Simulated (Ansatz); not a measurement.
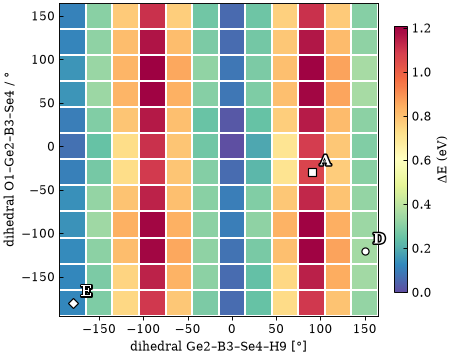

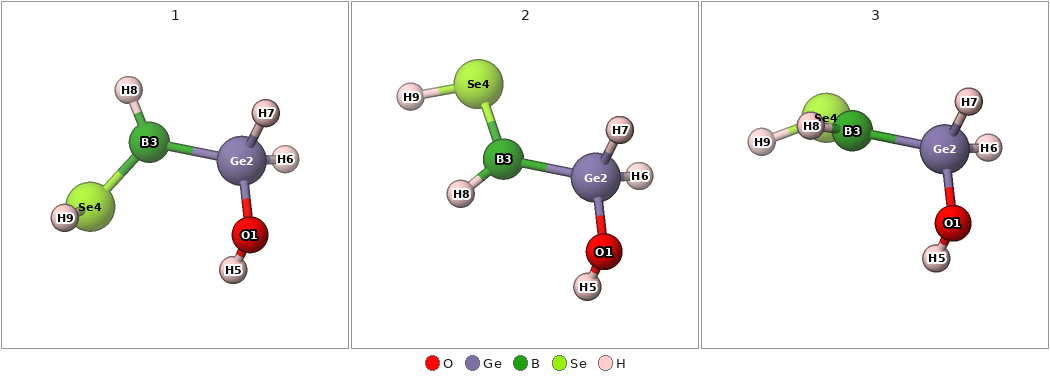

BGeH₅OSe, SMILES [OH][GeH2][BH][SeH]. Coordinates scanned: (1) dihedral Ge2–B3–Se4–H9; (2) dihedral O1–Ge2–B3–Se4. Nothing is relaxed (all other coordinates rigid). The grid has 12 × 12 points. Points are written as (first, second). Energies are in eV, from the lowest grid point. Method: RKS BHLYP-D4/def2-SVP in Ansatz.

The picture shows one coloured cell a grid point, lettered points. The numbered pictures are the structures at these points, in random order.

> Which structure belongs to which point?

A is structure 1: (90°, −30°), 1.07 eV; D is structure 3: (150°, −120°), 0.35 eV; E is structure 2: (−180°, −180°), 0.12 eV.
